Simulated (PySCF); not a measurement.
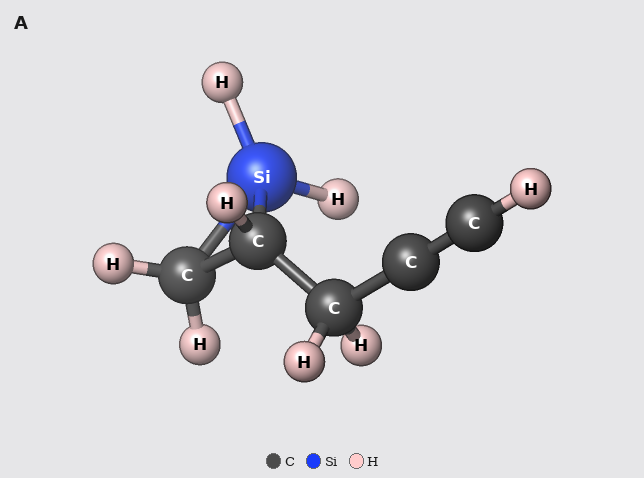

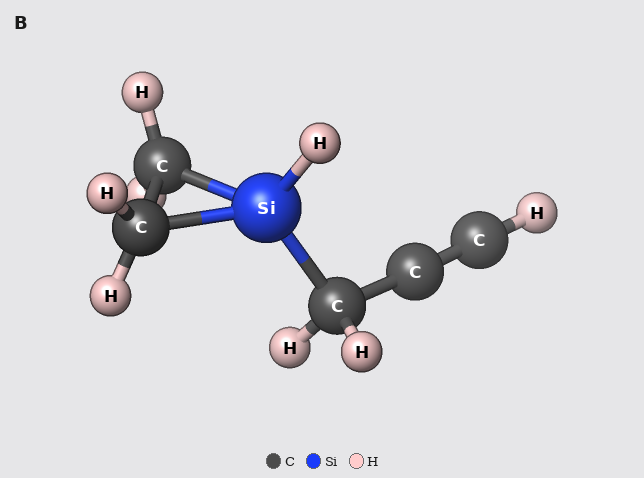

2 stationary structures of one formula. Geometries: PBE0-D3(BJ)/def2-SVP. Electronic energies: PBE0-D3(BJ)/def2-SVP (PySCF 2.14.0), without zero-point energy. No frequency run is at hand to confirm each as a minimum. Each is one conformer, not always the lowest.

### Which structure is the most stable?

B is lowest; A lies 29.7 kJ/mol above it. A is `C#CC[C@@H]1C[SiH2]1`, B is `C#CC[SiH]1CC1`.
